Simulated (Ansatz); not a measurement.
# What a change does: single-point calculation on Cu₂BO₂

System: Cu₂BO₂, multiplicity 2.
Method of run 1: UKS PBE0-D4/def2-TZVPPD (Ansatz 0.2.0).

The geometry comes from this level: PBE0-D4/def2-TZVPPD. Text and figures count atoms from 1; the logs count them from 0 in places.

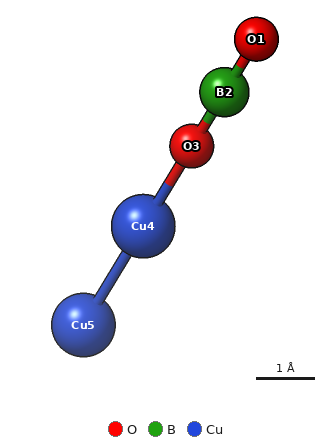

Fig. 1: The input geometry (ball-and-stick view, seen at an oblique angle; atoms are numbered from 1 in the order of the input). Sticks mark near contacts.

### The input, run 1
```yaml
crystal:
  periodic: [false, false, false]
  atoms:
    - { symbol: O, position_ang: [0.0, 0.0, -2.97153454] }
    - { symbol: B, position_ang: [0.0, 0.0, -1.72835515] }
    - { symbol: O, position_ang: [0.0, 0.0, -0.46152049] }
    - { symbol: Cu, position_ang: [0.0, 0.0, 1.42009431] }
    - { symbol: Cu, position_ang: [0.0, 0.0, 3.74130587] }
magnetization:
  spin_polarized: true
  initial_magnetization: 1
basis:
  gaussian: { orbitals: def2-TZVPPD.json }
hamiltonian:
  xc: pbe0
  dispersion: d4
```

Launched with:
```bash
ansatz run input.yaml --threads 4 --pin off --max-ram 10240MiB --backend cpu --events-out ev --progress --plain --runs-dir out
```

Hardware: 4 threads of Arm Neoverse N1, 98 GiB of memory available, shared host.

### Output (run 1)
```
Engine: ansatz 0.2.0, aarch64-unknown-linux-gnu
Functional definition: PBE0
  parameter a = 0.25
  parameter kappa = 0.804
  parameter beta = 0.06672455060314922
  exchange = (1 - a)*pbe_x(kappa = kappa, mu = beta*pi^2/3) + a*exact_x
  correlation = pbe_c(beta = beta)
1705 factors; their error is unknown
mean field evaluation 1: about -94023.3186 eV, gradient 7.6e1 eV
mean field evaluation 2: about -93709.4452 eV, gradient 3.4e2 eV
mean field evaluation 4: about -94035.7084 eV, gradient 3.3e1 eV
mean field evaluation 8: about -94037.5340 eV, gradient 1.2e0 eV
mean field evaluation 16: about -94037.7761 eV, gradient 6.6e-3 eV
mean field evaluation 32: about -94037.7761 eV, gradient 3.7e-6 eV
mean field evaluation 64: about -94036.9011 eV, gradient 1.6e1 eV
mean field -94037.77613290 eV, -3455.8245317899 hartree, gradient 3.7e-6 eV, S^2 0.759834; 8 other end points of the search recorded, 0 dependent functions left out
reference -94037.77618120 eV, -3455.8245335649 hartree; 40, 39 occupied and 211, 212 virtual orbitals, 1705 factors
Total energy: -94037.87275728 eV, -3455.8280826704 hartree
```

Run 2 used a changed input.

### The two runs side by side

| quantity | run 1 | run 2 |
| --- | --- | --- |
| outcome | converged | converged |
| total energy (hartree) | −3455.828083 | −3456.399041 |
| ⟨S²⟩ | 0.760 | 0.757 |
| basis functions | 251 | 251 |
| wall time (shared host) | 1.8 min | 4 min |

What was changed in the input?

The change (lines with − go, lines with + come):
```diff
-  xc: pbe0
+  xc: r2scan
```

The total energies belong to different methods, so their difference says nothing on which is more stable or more accurate. The functional changes from PBE0 to r2SCAN. On the same kind of shared host run 2 took about 2.3 times as long.

### Output (run 2)
```
Engine: ansatz 0.2.0, aarch64-unknown-linux-gnu
Functional definition: r2SCAN
  parameter k0 = 0.174
  parameter k1 = 0.065
  parameter a1 = 4.9479
  exchange = r2scan_x(k0 = k0, k1 = k1, a1 = a1)
  correlation = r2scan_c
1551 factors; their error is unknown
mean field evaluation 1: about -94037.6776 eV, gradient 7.8e1 eV
mean field evaluation 2: about -93502.3781 eV, gradient 4.3e2 eV
mean field evaluation 4: about -94039.0212 eV, gradient 6.6e1 eV
mean field evaluation 8: about -94046.2548 eV, gradient 5.1e1 eV
mean field evaluation 16: about -94053.3951 eV, gradient 9.2e-1 eV
mean field evaluation 32: about -94053.3829 eV, gradient 6.1e-5 eV
mean field evaluation 64: about -94053.2508 eV, gradient 8.3e-4 eV
mean field evaluation 96: about -94053.3700 eV, gradient 1.1e0 eV
mean field evaluation 128: about -94050.9405 eV, gradient 2.9e1 eV
mean field evaluation 160: about -94053.3236 eV, gradient 3.7e0 eV
mean field -94053.38293248 eV, -3456.3980710959 hartree, gradient 2.2e-6 eV, S^2 0.757210; 23 other end points of the search recorded, 0 dependent functions left out
reference -94053.38296910 eV, -3456.3980724418 hartree; 40, 39 occupied and 211, 212 virtual orbitals, 1551 factors
Total energy: -94053.40932614 eV, -3456.3990410449 hartree
```
